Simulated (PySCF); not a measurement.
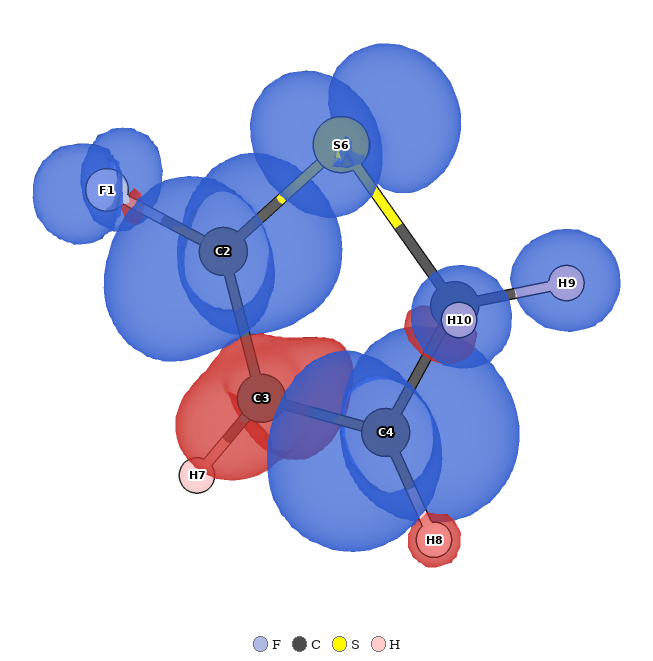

Figure. C₄H₄FS (SMILES FC1=C[CH]CS1) (doublet). Isosurfaces of the spin density at +0.02 (blue) and −0.02 e/Å³ (red), seen at a tilt.

Geometry: GFN2-xTB.

Computed with PySCF 2.14.0, density-fitted response routines, UKS B3LYP, pcH-1 on C F H S, non-relativistic, mean-field spin-orbit, GIAO.

```tsv
atom	x (Å)	y (Å)	z (Å)
F	2.4230	1.2291	-0.5462
C	1.2217	0.7113	-0.2801
C	0.9380	-0.6361	-0.1556
C	-0.3745	-0.8946	0.1178
C	-1.2314	0.3182	0.2259
S	-0.1470	1.7619	-0.0644
H	1.7022	-1.3843	-0.2685
H	-0.8016	-1.8691	0.2529
H	-1.6883	0.4286	1.2137
H	-2.0332	0.3397	-0.5179
```

> Describe the spin distribution.

The unpaired spin (1 electron) lies mostly on C4 (about 0.4), C2 (about 0.3) and S6 (about 0.1), in electrons by Hirshfeld's partition.
